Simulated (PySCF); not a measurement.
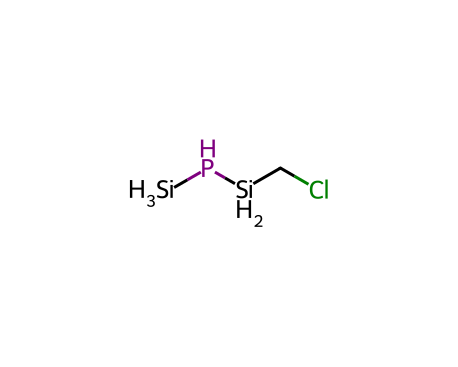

The picture comes from a calculation with PySCF.

Write the SMILES.

[SiH3]P[SiH2]CCl

Give the formula, hydrogens included.

CH8ClPSi2.

An optimisation with GFN2-xTB gave a structure of which point group?

C1. Other conformers may differ.
